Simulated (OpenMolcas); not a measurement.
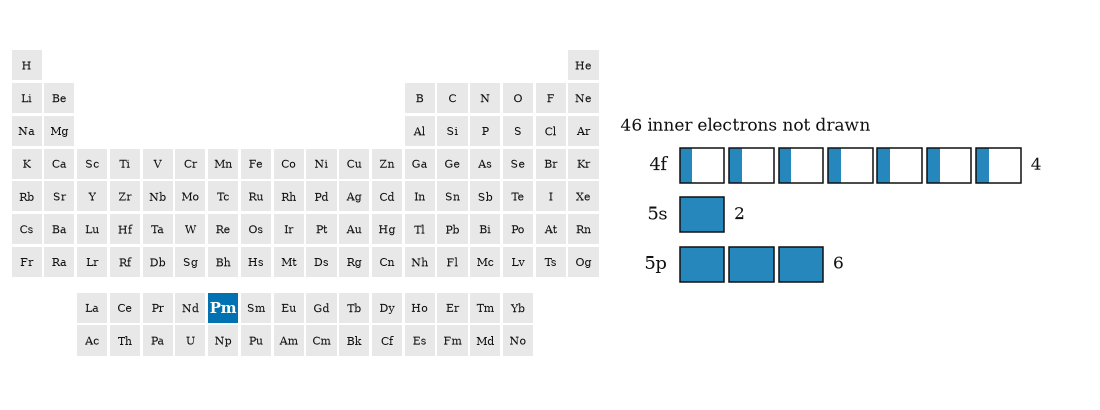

Left, the place of promethium in the periodic table; right, the outer shells of the leading configuration of the lowest level: a box for each of the 2l + 1 orbitals, shaded by the share of the shell that is filled, with the electron count at the right.

# Run report: Pm³⁺ complex, multiconfigurational calculation (part 1 of 2)

- system: Pm³⁺ with 2 ligands (Cl; linear, 2.47 Å), with no charges around it.
- method: state-averaged CASSCF, active space 4 electrons in the shell 4f, basis ANO-RCC-VDZP on the metal and ANO-RCC-VDZP on the ligands, DKH2 scalar Hamiltonian, spin-orbit coupling by RASSI with atomic mean-field integrals (OpenMolcas)

### Input
```
&GATEWAY
Coord
3

Pm 0.0 0.0 0.0
Cl 0.000000 0.000000 2.470000
Cl 0.000000 0.000000 -2.470000
Basis=Pm.ANO-RCC-VDZP,Cl.ANO-RCC-VDZP
Group=XYZ
NoMove
AngMom=0.0 0.0 0.0
AMFI
RICD
&SEWARD
&RASSCF
FileOrb=start.orb
Symmetry=1
Spin=5
nActEl=4 0 0
Inactive=24 21
Ras2=0 7
CIRoot=35 35 1
SDav=35
CIMx=300
Iter=150 100
PrWF=0.3
OrbListing=Nothing
MaxOrb=0
LevShft=1.0
>>> COPY $Project.JobIph JOB001
&RASSCF
FileOrb=start.orb
Symmetry=1
Spin=3
nActEl=4 0 0
Inactive=24 21
Ras2=0 7
CIRoot=162 162 1
SDav=210
CIMx=300
Iter=150 100
PrWF=0.3
OrbListing=Nothing
MaxOrb=0
CIOnly
LevShft=1.0
>>> COPY $Project.JobIph JOB002
&RASSCF
FileOrb=start.orb
Symmetry=1
Spin=1
nActEl=4 0 0
Inactive=24 21
Ras2=0 7
CIRoot=162 162 1
SDav=196
CIMx=300
Iter=150 100
PrWF=0.3
OrbListing=Nothing
MaxOrb=0
CIOnly
LevShft=1.0
>>> COPY $Project.JobIph JOB003
&RASSI
NrOfJobIphs=3 33 106 31
1 2 3 4 5 6 7 8 9 10 11 12 13 14 15 16 17 18 19 20 21 22 23 24 25 26 27
28 29 30 31 32 33
1 2 3 4 5 6 7 8 9 10 11 12 13 14 15 16 17 18 19 20 21 22 23 24 25 26 27
28 29 30 31 32 33 34 35 36 37 38 39 40 41 42 43 44 45 46 47 48 49 50 51
52 53 54 55 56 57 58 59 60 61 62 63 64 65 66 67 68 69 70 71 72 73 74 75
76 77 78 79 80 81 82 83 84 85 86 87 88 89 90 91 92 93 94 95 96 97 98 99
100 101 102 103 104 105 106
1 2 3 4 5 6 7 8 9 10 11 12 13 14 15 16 17 18 19 20 21 22 23 24 25 26 27
28 29 30 31
IphNames
JOB001
JOB002
JOB003
EJob
SpinOrbit
DIPRint=1.0
SOCoupling=1000.0
Subsets=2
Property=9
'ANGMOM' 1 'ANGMOM' 2 'ANGMOM' 3 'MLTPL  1' 1 'MLTPL  1' 2 'MLTPL  1' 3
'AMFI' 1 'AMFI' 2 'AMFI' 3
SOProperty=3
'ANGMOM' 1 'ANGMOM' 2 'ANGMOM' 3
```

The file start.orb holds starting orbitals from an earlier step. A driver script formed the levels outside the program, from RASSI's spin-orbit matrix and the active-space energies, averaged over the components of each term or state.

Hardware: 1 thread of Arm Neoverse V1, 24 GiB of memory available, shared host.

Run as:
```bash
OMP_NUM_THREADS=1 MOLCAS_MEM=2457 MOLCAS_PROJECT=a pymolcas a.inp > a.log  # once for each step of the input, in one work folder
```

### Log (extracts)
```
--- SEWARD ---
Basis set label: PM.ANO-RCC...7S6P4D2F1G.

      Electronic valence basis set:
      ------------------
      Associated Effective Charge  61.000000 au
      Associated Actual Charge     61.000000 au
      Nuclear Model: Point charge

      Shell  nPrim  nBasis  Cartesian Spherical Contaminant
         s      25       7        X
         p      22       6        X
         d      15       4                 X
         f      11       2                 X
         g       4       1                 X
                  Relativistic Douglas-Kroll-Hess integrals:
                    - DKH order of Hamiltonian: 2
                    - DKH order of Properties : 0
                  Atomic mean-field integrals
--- RASSCF ---
Wave function specifications:
      -----------------------------

      Number of closed shell electrons          90
      Number of electrons in active shells       4
      Max number of holes in RAS1 space          0
      Max nr of electrons in RAS3 space          0
      Number of inactive orbitals               45
      Number of active orbitals                  7
      Number of secondary orbitals              52
      Spin quantum number                      2.0
      State symmetry                             1
Orbital specifications:
      -----------------------

      Symmetry species                           1   2
                                                ag  au
      Frozen orbitals                            0   0
      Inactive orbitals                         24  21
      Active orbitals                            0   7
      RAS1 orbitals                              0   0
      RAS2 orbitals                              0   7
      RAS3 orbitals                              0   0
      Secondary orbitals                        30  22
      Deleted orbitals                           0   0
      Number of basis functions                 54  50
      Number of CSFs                            35
      Number of root(s) required                35
      Iter CI   SX   CI       RASSCF       Energy    max ROT     max BLB   max BLB  Level Ln srch  Step   QN
          iter iter root      energy       change     param      element    value   shift minimum  type update
 Nr of preliminary CI iterations:   1
      Total energies have been shifted. Add               -10000.00 au
        1   1    9    0  -933.50841072    0.00E+00   7.41E-02   12  41 2 -2.87E-01*  1.14   0.00    SX    NO
        2   1   10    0  -933.82502602   -3.17E-01*  6.72E-02   24  27 1  1.94E-01*  0.78   0.00    SX    NO
        3   1    9    0  -933.91196915   -8.69E-02* -3.89E-02   24  27 1  1.17E-01*  0.82   0.00    SX    NO
        4   1    9    0  -933.93703459   -2.51E-02* -2.23E-02   24  27 1  6.86E-02*  0.85   0.00    SX    NO
        5   1    9    0  -933.94642684   -9.39E-03* -2.95E-02   24  27 1  4.16E-02*  0.86   2.50    LS   YES
        6   1    9    0  -933.95236612   -5.94E-03*  1.14E-02   24  45 1  1.56E-02*  0.87   1.26    QN   YES
        7   1    8    0  -933.95351095   -1.14E-03* -6.78E-03   24  39 1 -1.19E-02*  0.88   1.55    QN   YES
        8   1    8    0  -933.95391866   -4.08E-04* -4.47E-03   24  39 1 -7.18E-03*  0.87   1.33    QN   YES
        9   1    8    0  -933.95400873   -9.01E-05*  3.16E-03   24  39 1 -3.73E-03*  0.87   1.50    QN   YES
       10   1    7    0  -933.95403880   -3.01E-05* -1.24E-03   24  39 1 -1.30E-03*  0.87   1.34    QN   YES
       11   1    7    0  -933.95404500   -6.20E-06* -4.22E-04   24  45 1 -6.13E-04*  0.87   1.36    QN   YES
       12   1    6    0  -933.95404633   -1.32E-06*  1.59E-04   24  45 1 -2.76E-04*  0.87   1.33    QN   YES
       13   1    6    0  -933.95404660   -2.76E-07* -9.40E-05   21  38 2 -1.47E-04*  0.87   1.37    QN   YES
       14   1    5    0  -933.95404667   -6.44E-08* -4.82E-05   21  38 2 -5.94E-05   0.87   1.37    QN   YES
       15   1    5    0  -933.95404668   -1.59E-08* -2.17E-05   15  42 2 -3.06E-05   0.87   1.40    QN   YES
       16   1    5    0  -933.95404669   -4.41E-09   1.29E-05   24  27 1  1.92E-05   0.87   1.40    QN   YES
      Convergence after 16 iterations
       17   1    5    0  -933.95404669   -1.28E-09   1.29E-05   24  27 1  1.03E-05   0.87   1.40    QN   YES
      Natural orbitals and occupation numbers for root  1
      sym 2:   0.840153   0.318438   0.840153   0.191163   0.745828   0.318438   0.745828
      Natural orbitals and occupation numbers for root  2
      sym 2:   0.967036   0.417539   0.424169   0.202781   0.797219   0.575831   0.615425
      Natural orbitals and occupation numbers for root  3
      sym 2:   0.424169   0.575831   0.967036   0.202781   0.615425   0.417539   0.797219
::    RASSCF root number  1 Total energy: -10934.02447179
::    RASSCF root number  2 Total energy: -10934.02395687
::    RASSCF root number  3 Total energy: -10934.02395687
::    RASSCF root number  4 Total energy: -10934.02345446
::    RASSCF root number  5 Total energy: -10934.02345446
::    RASSCF root number  6 Total energy: -10934.02294564
::    RASSCF root number  7 Total energy: -10934.02294564
::    RASSCF root number  8 Total energy: -10934.02283268
::    RASSCF root number  9 Total energy: -10934.02283268
::    RASSCF root number 10 Total energy: -10934.02223178
::    RASSCF root number 11 Total energy: -10934.02223178
::    RASSCF root number 12 Total energy: -10934.01855633
::    RASSCF root number 13 Total energy: -10934.01855633
::    RASSCF root number 14 Total energy: -10933.95737164
::    RASSCF root number 15 Total energy: -10933.95737164
::    RASSCF root number 16 Total energy: -10933.95593894
::    RASSCF root number 17 Total energy: -10933.95593894
::    RASSCF root number 18 Total energy: -10933.95444888
::    RASSCF root number 19 Total energy: -10933.95318449
::    RASSCF root number 20 Total energy: -10933.95318449
::    RASSCF root number 21 Total energy: -10933.95034298
::    RASSCF root number 22 Total energy: -10933.91666117
::    RASSCF root number 23 Total energy: -10933.91641485
::    RASSCF root number 24 Total energy: -10933.91641485
::    RASSCF root number 25 Total energy: -10933.91527414
::    RASSCF root number 26 Total energy: -10933.91527414
::    RASSCF root number 27 Total energy: -10933.91279018
::    RASSCF root number 28 Total energy: -10933.91279018
::    RASSCF root number 29 Total energy: -10933.91261464
::    RASSCF root number 30 Total energy: -10933.91261464
--- RASSCF ---
Wave function specifications:
      -----------------------------

      Number of closed shell electrons          90
      Number of electrons in active shells       4
      Max number of holes in RAS1 space          0
      Max nr of electrons in RAS3 space          0
      Number of inactive orbitals               45
      Number of active orbitals                  7
      Number of secondary orbitals              52
      Spin quantum number                      1.0
      State symmetry                             1
Orbital specifications:
      -----------------------

      Symmetry species                           1   2
                                                ag  au
      Frozen orbitals                            0   0
      Inactive orbitals                         24  21
      Active orbitals                            0   7
      RAS1 orbitals                              0   0
      RAS2 orbitals                              0   7
      RAS3 orbitals                              0   0
      Secondary orbitals                        30  22
      Deleted orbitals                           0   0
      Number of basis functions                 54  50
      Number of CSFs                           210
      Number of root(s) required               162
      Iter CI   SX   CI       RASSCF       Energy    max ROT     max BLB   max BLB  Level Ln srch  Step   QN
          iter iter root      energy       change     param      element    value   shift minimum  type update
 Nr of preliminary CI iterations:   1
        1   1    0    0-10933.86130101    0.00E+00   0.00E+00   25  32 2 -6.88E-03*  0.00   0.00    SX    NO
      Natural orbitals and occupation numbers for root  1
      sym 2:   0.599639   0.584435   0.532530   0.566793   0.532530   0.584435   0.599639
      Natural orbitals and occupation numbers for root  2
      sym 2:   0.599639   0.584435   0.532530   0.566793   0.532530   0.584435   0.599639
      Natural orbitals and occupation numbers for root  3
      sym 2:   0.615301   0.547061   0.614730   0.445818   0.614730   0.547061   0.615301
::    RASSCF root number  1 Total energy: -10933.94236394
::    RASSCF root number  2 Total energy: -10933.94236394
::    RASSCF root number  3 Total energy: -10933.94206879
::    RASSCF root number  4 Total energy: -10933.94206879
::    RASSCF root number  5 Total energy: -10933.94156120
::    RASSCF root number  6 Total energy: -10933.94156120
::    RASSCF root number  7 Total energy: -10933.94084663
::    RASSCF root number  8 Total energy: -10933.94084663
::    RASSCF root number  9 Total energy: -10933.94075054
::    RASSCF root number 10 Total energy: -10933.94064719
::    RASSCF root number 11 Total energy: -10933.94064719
::    RASSCF root number 12 Total energy: -10933.94048549
::    RASSCF root number 13 Total energy: -10933.94048549
::    RASSCF root number 14 Total energy: -10933.94047417
::    RASSCF root number 15 Total energy: -10933.94047417
::    RASSCF root number 16 Total energy: -10933.92011488
::    RASSCF root number 17 Total energy: -10933.92002314
::    RASSCF root number 18 Total energy: -10933.92002314
::    RASSCF root number 19 Total energy: -10933.91985555
::    RASSCF root number 20 Total energy: -10933.91985555
::    RASSCF root number 21 Total energy: -10933.91984340
::    RASSCF root number 22 Total energy: -10933.91984340
::    RASSCF root number 23 Total energy: -10933.91873771
::    RASSCF root number 24 Total energy: -10933.91873771
::    RASSCF root number 25 Total energy: -10933.91387337
::    RASSCF root number 26 Total energy: -10933.91387337
::    RASSCF root number 27 Total energy: -10933.91362924
::    RASSCF root number 28 Total energy: -10933.91362924
::    RASSCF root number 29 Total energy: -10933.91246559
::    RASSCF root number 30 Total energy: -10933.91166943
--- RASSCF ---
Wave function specifications:
      -----------------------------

      Number of closed shell electrons          90
      Number of electrons in active shells       4
      Max number of holes in RAS1 space          0
      Max nr of electrons in RAS3 space          0
      Number of inactive orbitals               45
      Number of active orbitals                  7
      Number of secondary orbitals              52
      Spin quantum number                      0.0
      State symmetry                             1
Orbital specifications:
      -----------------------

      Symmetry species                           1   2
                                                ag  au
      Frozen orbitals                            0   0
      Inactive orbitals                         24  21
      Active orbitals                            0   7
      RAS1 orbitals                              0   0
      RAS2 orbitals                              0   7
      RAS3 orbitals                              0   0
      Secondary orbitals                        30  22
      Deleted orbitals                           0   0
      Number of basis functions                 54  50
      Number of CSFs                           196
      Number of root(s) required               162
      Iter CI   SX   CI       RASSCF       Energy    max ROT     max BLB   max BLB  Level Ln srch  Step   QN
          iter iter root      energy       change     param      element    value   shift minimum  type update
 Nr of preliminary CI iterations:   1
        1   1    0    0-10933.79249266    0.00E+00   0.00E+00   25  32 2 -1.19E-02*  0.00   0.00    SX    NO
      Natural orbitals and occupation numbers for root  1
      sym 2:   0.777883   0.513164   0.640023   0.137860   0.640023   0.513164   0.777883
      Natural orbitals and occupation numbers for root  2
      sym 2:   0.777883   0.513164   0.640023   0.137860   0.640023   0.513164   0.777883
      Natural orbitals and occupation numbers for root  3
      sym 2:   0.680564   0.696398   0.181564   0.882947   0.181564   0.696398   0.680564
::    RASSCF root number  1 Total energy: -10933.89690377
::    RASSCF root number  2 Total energy: -10933.89690377
::    RASSCF root number  3 Total energy: -10933.89322544
::    RASSCF root number  4 Total energy: -10933.89322544
::    RASSCF root number  5 Total energy: -10933.89242332
::    RASSCF root number  6 Total energy: -10933.89242332
::    RASSCF root number  7 Total energy: -10933.89199386
::    RASSCF root number  8 Total energy: -10933.89199386
::    RASSCF root number  9 Total energy: -10933.89123495
::    RASSCF root number 10 Total energy: -10933.89123495
::    RASSCF root number 11 Total energy: -10933.89005080
::    RASSCF root number 12 Total energy: -10933.89005080
::    RASSCF root number 13 Total energy: -10933.88876043
::    RASSCF root number 14 Total energy: -10933.88876043
::    RASSCF root number 15 Total energy: -10933.88781373
::    RASSCF root number 16 Total energy: -10933.88781373
::    RASSCF root number 17 Total energy: -10933.88746155
::    RASSCF root number 18 Total energy: -10933.87864203
::    RASSCF root number 19 Total energy: -10933.87704427
::    RASSCF root number 20 Total energy: -10933.87704427
::    RASSCF root number 21 Total energy: -10933.87559309
::    RASSCF root number 22 Total energy: -10933.87559309
::    RASSCF root number 23 Total energy: -10933.86739208
::    RASSCF root number 24 Total energy: -10933.86739208
::    RASSCF root number 25 Total energy: -10933.86666173
::    RASSCF root number 26 Total energy: -10933.86666173
::    RASSCF root number 27 Total energy: -10933.86569866
::    RASSCF root number 28 Total energy: -10933.86569866
::    RASSCF root number 29 Total energy: -10933.86536104
::    RASSCF root number 30 Total energy: -10933.86034655
```

(Continued in part 2.) Outcome of the run: converged.
